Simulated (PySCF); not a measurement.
Se(I)(SeH), SMILES [SeH][Se]I (HISe₂) at its CAM-B3LYP/def2-SVP optimised geometry (Å):

```
4

Se    -0.8186    -1.2350     0.0000
I     -1.4897     1.2350     0.0000
Se     1.4897    -1.2350     0.0000
H      1.6683    -1.1742     1.4623
```

Calculation: PySCF 2.14.0 with CAM-B3LYP/def2-TZVP, def2 effective core potentials past Kr. The core electrons that the potentials of I replace are not part of the density. Cells within 0.4 Å of a nucleus heavier than hydrogen are left out (blank, or x).

Map of the electron localisation function on the plane z = 0.0 Å:

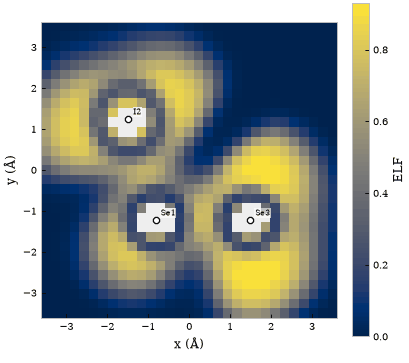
Figure. Electron localisation function on the plane z = 0.0 Å.
